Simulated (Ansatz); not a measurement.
Structure (in its standard cell), coordinates from a relaxation with DFT PBE, scalar-relativistic, plane waves, PAW (Ansatz 0.2.0); the starting structure was generated, so it need not be a known form of this composition:

```xyz
2
Lattice="2.8242 0.0000 0.0000 0.0000 2.8242 0.0000 0.0000 0.0000 4.7096" Properties=species:S:1:pos:R:3 pbc="T T T"
Hf    1.4121    1.4121    2.3548
W     0.0000    0.0000    0.0000
```

What does the kinematic electron diffraction pattern along [211] look like at 200 kV (B = 0.8 Å²)?

The spots form an oblique net (close to rectangular) whose two shortest vectors correspond to d = 2.42 Å and 0.98 Å, 88.7° apart. They are 0 -1 1 and -2 1 3. The pattern has symmetry 2 (to the eye close to 2mm). Reflections such as 1 -1 -1, 1 0 -2, 1 -2 0 are allowed but too weak to see at this display level.

Strongest reflections with d > 0.80 Å, one of each family (|F|² from tabulated Gaussian fits of the electron scattering factors, times a small damping for the curvature of the Ewald sphere):

```
    hkl  d (Å)  I (strongest = 100)
 0 1 -1  2.422                  100
 0 2 -2  1.211                   23
2 -1 -3  0.984                   13
2 -2 -2  0.919                   10
 2 0 -4  0.904                   10
 0 3 -3  0.807                    6
```

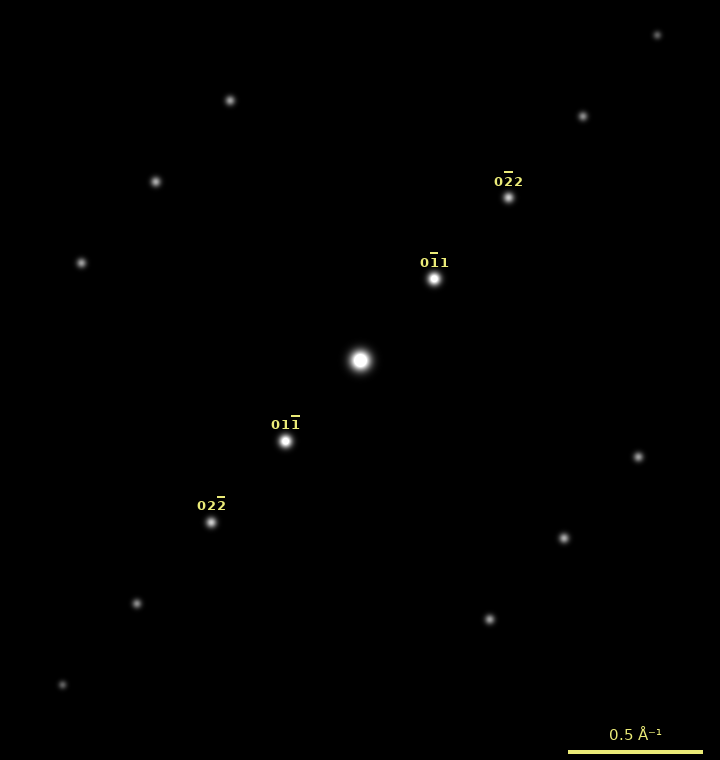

Calculated pattern, seen from the source side with [211] pointing towards the source.
